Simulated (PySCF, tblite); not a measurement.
# ClFH₄O₂Si₂, a small molecule taken as a stand-in for a surface group (Si site with back bonds O[SiH3], O, F): NMR shifts, core binding energies and electronic excitations, part 2 of 2

tblite 0.8.0 and PySCF 2.14.0. Atoms count from 0, parts from 1. The steps go on from the part before.

### 5 Core holes by ΔSCF: SCAN, X2C

Job settings and geometry (Å):

```
{"job": {"kind": "xps", "holes": 5}, "charge": 0, "multiplicity": 1}
Si    -1.446758     0.028496    -0.341851
O      0.028150    -0.270540     0.274765
Si     1.585486     0.317980     0.418063
O     -2.548961    -1.015811     0.250108
F     -1.354078    -0.093593    -1.942879
Cl    -2.057064     1.921697     0.075867
H      2.374039    -0.067482    -0.786193
H      2.185212    -0.291726     1.635849
H      1.547408     1.802880     0.547100
H     -2.231267    -1.891646     0.489837
```

With the program's defaults for keys left out, this is: delta-SCF UKS SCAN, pcX-2 on the ionised atom, pcseg-1 elsewhere, spin-free X2C.

Standard output:

```text
ground state, core basis on atom 0 (Si), 158 functions
  cycle   1  E = -1294.49730015  |g| = 1.04e+00
  cycle   2  E = -1294.10097863  |g| = 1.81e+00
  cycle   3  E = -1294.68538548  |g| = 1.40e-01
  cycle   4  E = -1294.68898597  |g| = 7.90e-02
  cycle   5  E = -1294.69010357  |g| = 2.19e-02
  cycle   6  E = -1294.69019858  |g| = 5.03e-03
  cycle   7  E = -1294.69020683  |g| = 1.97e-03
  cycle   8  E = -1294.69020773  |g| = 4.88e-04
  E(ground) = -1294.71996853 Eh
hole in Si 2p of atom 0
  cycle   1  E = -1290.32768597  |g| = 1.25e+00
  cycle   2  E = -1289.97537255  |g| = 1.36e+00
  cycle   3  E = -1290.53896236  |g| = 4.51e-01
  cycle   4  E = -1290.63656519  |g| = 9.21e-02
  cycle   5  E = -1290.63833165  |g| = 5.13e-02
  cycle   6  E = -1290.63936734  |g| = 1.67e-02
  cycle   7  E = -1290.63948904  |g| = 5.06e-03
  cycle   8  E = -1290.63949549  |g| = 2.88e-03
  cycle   9  E = -1290.63950023  |g| = 5.29e-04
  cycle  10  E = -1290.63949974  |g| = 1.54e-04
  E(ion) = -1290.67858919 Eh   <S^2> = 0.7512   hole on atom = 1.003   binding energy = 109.972 eV
  2p3/2 = 109.779 eV   2p1/2 = 110.404 eV
ground state, core basis on atom 1 (O), 147 functions
  cycle   1  E = -1294.59996093  |g| = 1.13e-01
  cycle   2  E = -1294.59773297  |g| = 1.32e-01
  cycle   3  E = -1294.60035294  |g| = 5.13e-02
  cycle   4  E = -1294.60079188  |g| = 6.77e-03
  cycle   5  E = -1294.60080366  |g| = 1.65e-03
  cycle   6  E = -1294.60080120  |g| = 3.97e-04
  E(ground) = -1294.66967041 Eh
hole in O 1s of atom 1
  cycle   1  E = -1273.96956229  |g| = 2.23e+00
  cycle   2  E = -1273.45437116  |g| = 2.23e+00
  cycle   3  E = -1274.71951633  |g| = 4.74e-01
  cycle   4  E = -1274.75622285  |g| = 3.34e-01
  cycle   5  E = -1274.79875056  |g| = 6.33e-02
  cycle   6  E = -1274.79985827  |g| = 2.77e-02
  cycle   7  E = -1274.80028216  |g| = 5.82e-03
  cycle   8  E = -1274.80029103  |g| = 3.78e-03
  cycle   9  E = -1274.80029739  |g| = 1.09e-03
  cycle  10  E = -1274.80029713  |g| = 2.55e-04
  E(ion) = -1274.86947688 Eh   <S^2> = 0.7618   hole on atom = 1.000   binding energy = 538.791 eV
ground state, core basis on atom 3 (O), 147 functions
  cycle   1  E = -1294.59549392  |g| = 1.53e-01
  cycle   2  E = -1294.58828641  |g| = 2.32e-01
  cycle   3  E = -1294.59803234  |g| = 3.41e-02
  cycle   4  E = -1294.59823865  |g| = 1.05e-02
  cycle   5  E = -1294.59826062  |g| = 2.36e-03
  cycle   6  E = -1294.59826086  |g| = 4.49e-04
  E(ground) = -1294.66667394 Eh
hole in O 1s of atom 3
  cycle   1  E = -1273.96280968  |g| = 2.22e+00
  cycle   2  E = -1271.72490619  |g| = 2.52e+00
  cycle   3  E = -1274.54578591  |g| = 6.60e-01
  cycle   4  E = -1274.74263254  |g| = 2.53e-01
  cycle   5  E = -1274.75790874  |g| = 1.74e-01
  cycle   6  E = -1274.76803144  |g| = 3.59e-02
  cycle   7  E = -1274.76850633  |g| = 1.30e-02
  cycle   8  E = -1274.76859837  |g| = 3.01e-03
  cycle   9  E = -1274.76860617  |g| = 8.45e-04
  cycle  10  E = -1274.76860599  |g| = 5.24e-04
  cycle  11  E = -1274.76860637  |g| = 2.70e-04
  E(ion) = -1274.83710393 Eh   <S^2> = 0.7612   hole on atom = 1.000   binding energy = 539.590 eV
ground state, core basis on atom 4 (F), 147 functions
  cycle   1  E = -1294.60877153  |g| = 1.48e-01
  cycle   2  E = -1294.60521690  |g| = 1.76e-01
  cycle   3  E = -1294.60991826  |g| = 5.16e-02
  cycle   4  E = -1294.61033371  |g| = 8.55e-03
  cycle   5  E = -1294.61034667  |g| = 1.95e-03
  cycle   6  E = -1294.61034869  |g| = 3.70e-04
  E(ground) = -1294.68477989 Eh
hole in F 1s of atom 4
  cycle   1  E = -1268.25169607  |g| = 2.58e+00
  cycle   2  E = -1268.18943816  |g| = 2.13e+00
  cycle   3  E = -1269.08448237  |g| = 3.93e-01
  cycle   4  E = -1269.09697943  |g| = 3.30e-01
  cycle   5  E = -1269.14146579  |g| = 4.41e-02
  cycle   6  E = -1269.14187089  |g| = 2.66e-02
  cycle   7  E = -1269.14229486  |g| = 3.40e-03
  cycle   8  E = -1269.14229862  |g| = 2.63e-03
  cycle   9  E = -1269.14230081  |g| = 8.94e-04
  cycle  10  E = -1269.14230059  |g| = 1.75e-04
  E(ion) = -1269.22256770 Eh   <S^2> = 0.7566   hole on atom = 1.000   binding energy = 692.862 eV
ground state, core basis on atom 5 (Cl), 158 functions
  cycle   1  E = -1294.74834628  |g| = 4.97e-01
  cycle   2  E = -1294.74441704  |g| = 2.00e-01
  cycle   3  E = -1294.74021547  |g| = 2.56e-01
  cycle   4  E = -1294.75060769  |g| = 1.58e-02
  cycle   5  E = -1294.75064327  |g| = 7.42e-03
  cycle   6  E = -1294.75065433  |g| = 1.33e-03
  cycle   7  E = -1294.75065641  |g| = 4.46e-04
  E(ground) = -1294.80535484 Eh
hole in Cl 2p of atom 5
  cycle   1  E = -1286.67357544  |g| = 1.70e+00
  cycle   2  E = -1286.74489321  |g| = 1.20e+00
  cycle   3  E = -1287.08239537  |g| = 3.37e-01
  cycle   4  E = -1287.11532886  |g| = 1.90e-01
  cycle   5  E = -1287.12743896  |g| = 4.24e-02
  cycle   6  E = -1287.12783321  |g| = 2.98e-02
  cycle   7  E = -1287.12814463  |g| = 4.45e-03
  cycle   8  E = -1287.12815346  |g| = 1.82e-03
  cycle   9  E = -1287.12815465  |g| = 5.05e-04
  cycle  10  E = -1287.12815261  |g| = 2.30e-04
  E(ion) = -1287.19189848 Eh   <S^2> = 0.7517   hole on atom = 1.001   binding energy = 207.173 eV
  2p3/2 = 206.588 eV   2p1/2 = 208.241 eV
```

Run time: 29 s. Hardware: 1 thread of Arm Neoverse V2, shared host; peak memory 0.53 GiB.

Binding energies by hole, beside the orbital energy of the ground state; the difference holds orbital relaxation and, for a density functional, its self-interaction error:

| hole | stands for | environment | ΔSCF (eV; 2p as the shell's mean) | −ε (eV) | ⟨S²⟩ |
| --- | --- | --- | --- | --- | --- |
| Si2p on Si0 | Si0 | silicon bonded to Cl, F, 2 O | 109.99 | 98.8 | 0.751 |
| O1s on O1 | O1 | oxygen bonded to 2 Si | 538.79 | 517.4 | 0.762 |
| O1s on O3 | O3 | oxygen bonded to Si, H | 539.59 | 517.5 | 0.761 |
| F1s on F4 | F4 | fluorine bonded to Si | 692.86 | 666.8 | 0.757 |
| Cl2p on Cl5 | Cl5 | chlorine bonded to Si | 207.14 | 193.8 | 0.752 |

With the spin-orbit splitting: Si0 2p3/2 109.78, 2p1/2 110.40 eV; Cl5 2p3/2 206.59, 2p1/2 208.24 eV. The table gives each 2p level as the mean over the whole 2p shell (two parts 2p3/2, one part 2p1/2), which differs a little from the single hole in the log.

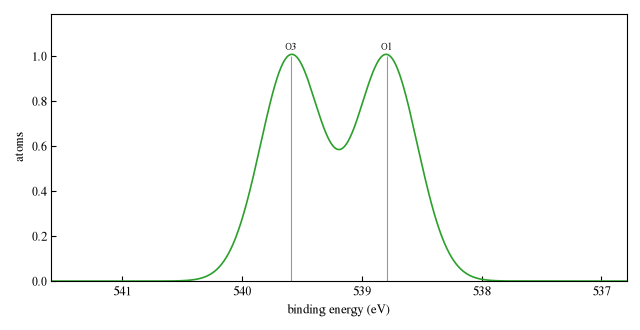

The O1s photoelectron lines, weighted by the number of atoms. Lines are broadened to a width of 0.60 eV (Gaussian).

### 6 Ultraviolet spectrum: CAM-B3LYP/def2-SVPD

Same as in step 5 but for these lines:

```diff
@@ -1,2 +1,2 @@
-{"job": {"kind": "xps", "holes": 5}, "charge": 0, "multiplicity": 1}
+{"job": {"kind": "uv", "xc": "CAM-B3LYP", "basis": "def2-SVPD", "nstates": 6, "ntriplets": 2, "ip": true}, "charge": 0, "multiplicity": 1}
 Si    -1.446758     0.028496    -0.341851
```

Method: TDDFT CAM-B3LYP/def2-SVPD, vertical, gas phase, core orbitals frozen in the response.

Standard output:

```text
coarse grid: 10616 points
cycle   1  E = -1291.2469913318  dE =  5.961e-01  |g| = 1.003e+00  |ddm| = 4.181e+00
cycle   2  E = -1291.1592113466  dE =  8.778e-02  |g| = 1.255e+00  |ddm| = 2.983e+00
cycle   3  E = -1291.4337864408  dE = -2.746e-01  |g| = 7.567e-02  |ddm| = 1.364e+00
cycle   4  E = -1291.4348483312  dE = -1.062e-03  |g| = 3.765e-02  |ddm| = 1.649e-01
cycle   5  E = -1291.4351178810  dE = -2.695e-04  |g| = 1.135e-02  |ddm| = 5.050e-02
cycle   6  E = -1291.4351393798  dE = -2.150e-05  |g| = 2.816e-03  |ddm| = 1.633e-02
cycle   7  E = -1291.4351411231  dE = -1.743e-06  |g| = 3.991e-04  |ddm| = 4.383e-03
final grid: 91112 points
cycle   8  E = -1291.5991185188  dE = -1.101e-05  |g| = 1.697e-03  |ddm| = 2.570e-02
cycle   9  E = -1291.5991186569  dE = -1.381e-07  |g| = 1.641e-03  |ddm| = 3.844e-03
cycle  10  E = -1291.5991191078  dE = -4.509e-07  |g| = 2.547e-04  |ddm| = 1.600e-03
cycle  11  E = -1291.5991191190  dE = -1.117e-08  |g| = 9.113e-05  |ddm| = 3.712e-04
cycle  12  E = -1291.5991191208  dE = -1.796e-09  |g| = 2.596e-05  |ddm| = 1.409e-04
cycle  13  E = -1291.5991191209  dE = -1.328e-10  |g| = 8.107e-06  |ddm| = 3.906e-05
converged SCF energy = -1291.5991191209

Static polarisability (au): isotropic 67.934, principal 61.186 68.235 74.382

Singlet excitations
state   eV       nm        f      main configurations
  1   7.7775    159.4   0.00249   H->L 0.62, H->L+1 0.13
  2   7.9200    156.5   0.00293   H-1->L 0.63, H-1->L+1 0.12
  3   8.3053    149.3   0.01164   H-2->L 0.67, H-4->L 0.10
  4   8.4788    146.2   0.04429   H-3->L 0.55, H->L 0.09
  5   8.7154    142.3   0.04884   H-4->L 0.43, H->L+1 0.09, H-1->L+1 0.09
  6   9.0065    137.7   0.03927   H->L+1 0.46, H->L+2 0.17

Triplet excitations (Tamm-Dancoff, eV): 7.3640 7.4901
Vertical ionisation energy (delta-SCF) = 11.7273 eV
```

It took 2.9 min on 1 thread of Arm Neoverse V2, shared host; peak memory 0.93 GiB.

The orbitals next to the gap, with their largest atomic shares:

| orbital | eV | atoms |
| --- | --- | --- |
| HOMO−3 | -11.28 | Cl5 59 %, Si2 14 %, H8 12 % |
| HOMO−2 | -11.11 | Cl5 73 %, O3 14 %, Si0 4 % |
| HOMO−1 | -10.98 | O1 27 %, Si2 24 %, H7 19 % |
| HOMO | -10.83 | O1 29 %, Cl5 21 %, Si2 20 % |
| LUMO | 0.24 | Si0 28 %, Si2 14 %, O3 14 % |
| LUMO+1 | 1.10 | Si2 46 %, H8 11 %, H7 11 % |
| LUMO+2 | 1.33 | Si2 32 %, O3 18 %, H9 10 % |

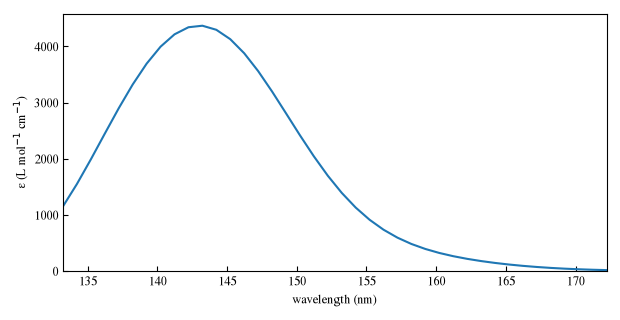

Absorption spectrum: each of the 6 states is a Gaussian band of 0.4 eV half-width at 1/e. Beyond the last state computed it falls off for lack of states.

Further results of this job:

| property | computed |
| --- | --- |
| dipole moment (D) | 2.54 |
| polarisability (Å³) | 10.07 |
| HOMO–LUMO gap (eV) | 11.07 |
| −ε(HOMO) (eV) | 10.83 |

### 7 Results

The summary covers parts 1 to 2.

| quantity | value |
| --- | --- |
| point group | C1 |
| rotational constants (main isotopes) | 2.44, 1.27, 1.08 GHz |
| ¹H shifts against TMS (PBE0/pcSseg-2) | 5.19, 5.12, 4.98, 2.25 ppm |
| ²⁹Si shifts against TMS (PBE0/pcSseg-2) | -37.8, -66.5 ppm |
| ¹⁷O shifts against H2O (PBE0/pcSseg-2) | 61.9, 58.2 ppm |
| ¹⁹F shifts against CFCl3 (PBE0/pcSseg-2) | -122.4 ppm |
| ³⁵Cl shifts against HCl (PBE0/pcSseg-2) | 20 ppm |
| O1s binding energies, SCAN/pcX-2 | O3 539.59, O1 538.79 eV |
| Si2p binding energies, SCAN/pcX-2 (standing for 1 of 2 atoms) | Si0 109.99 eV |
| F1s binding energies, SCAN/pcX-2 | F4 692.86 eV |
| Cl2p binding energies, SCAN/pcX-2 | Cl5 207.14 eV |
| lowest singlet (CAM-B3LYP/def2-SVPD) | 7.78 eV (159 nm), f = 0.002 |
| brightest single state of those computed | state 5, 8.72 eV, f = 0.049 |
| lowest triplet | 7.36 eV |
| vertical ionisation energy (ΔSCF) | 11.73 eV |

**Reading.** The start of the PBE0/def2-SVP relaxation was shaken at random by about 0.01 Å, so part of the energy gained, and of the first lengths quoted, undoes that. Relaxing lowered the energy by 0.228 eV in 14 steps; the close pair that moved most is Si0–O3, from 1.575 to 1.630 Å (PBE0/def2-SVP). Hydrogens of an XH3 group are listed apart at this fixed geometry; free rotation makes them one line at their mean. At PBE0/pcSseg-2: The largest span, 231 ppm, is at Cl5, where the paramagnetic term is -228 ppm. At SCAN/pcX-2: O3 (oxygen bonded to Si, H) binds its O1s electron 0.80 eV more tightly than O1 (oxygen bonded to 2 Si). The first singlet state (HOMO→LUMO 0.62, HOMO→LUMO+1 0.13) lies at 7.78 eV and is weak; of the 6 states computed, the strongest absorption comes from state 5 at 8.72 eV (the last state computed absorbs too, and its partners may lie past the list). The lowest triplet lies 0.41 eV below the lowest singlet (triplets in Tamm-Dancoff, singlets in full TDDFT). ΔSCF puts the ionisation energy at 11.73 eV, 0.90 eV above −ε(HOMO).
